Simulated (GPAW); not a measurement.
Band structure of MoPRu (P-62m, 9 atoms in the cell).

```
MoPRu
1.0
    6.01321     0.00000     0.00000
   -3.00660     5.20759     0.00000
    0.00000     0.00000     3.85744
Mo P Ru
3 3 3
Direct
  0.00000   0.40594   0.50000
  0.40594   0.00000   0.50000
  0.59406   0.59406   0.50000
  0.33333   0.66667   0.00000
  0.66667   0.33333   0.00000
  0.00000   0.00000   0.50000
  0.00000   0.73844   0.00000
  0.73844   0.00000   0.00000
  0.26156   0.26156   0.00000
```
Moments meant for the start (each program seeds them in its own way; μB, in the order of the atoms Mo Mo Mo P P P Ru Ru Ru): 2.0 2.0 2.0 0.0 0.0 0.0 0.0 0.0 0.0.

Level of theory: PBEsol, GPAW PAW datasets PBEsol (made by gpaw-setup) (plane waves; GPAW).

Settings: spinpol = true; mode = pw; ecut = 600 eV; xc = PBEsol; kpts = 3 3 4; mesh shift (steps) = 0 0 0; occupations.name = marzari-vanderbilt; occupations.width = 0.1 eV; nbands = -15; convergence.density = 1e-05 e/electron; convergence.energy = 1e-05 eV/electron; symmetry.symmorphic = false; symmetry.tolerance = 0.0005; maxiter = 100.

The starting cell comes from a database of computed structures (which also holds hypothetical and non-ambient phases and stackings), without a prior relaxation at this level. The starting moments vanished: the run ended non-magnetic.

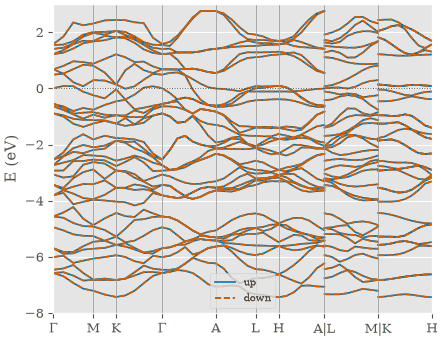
Figure. Bands along the path, energies from the Fermi level.

Levels in eV from the Fermi level, bands 49 to 56 of the first spin channel:
```csv
point,49,50,51,52,53,54,55,56
Γ,-0.64,-0.56,-0.55,0.00,0.49,0.68,0.68,1.22
M,-0.94,-0.85,-0.76,-0.24,0.29,0.81,0.88,1.67
K,-0.96,-0.96,-0.46,-0.04,0.14,0.14,1.21,1.82
A,-0.83,-0.83,-0.66,-0.62,-0.62,-0.01,0.55,0.55
L,-1.40,-1.38,-0.43,-0.11,0.00,0.08,1.11,1.28
H,-1.40,-1.40,-0.39,-0.11,0.09,0.09,1.20,1.30
```

Bands cross the Fermi level along this path, so the cell is metallic at this level.

The net moment of the cell came out as 0.02 μB.
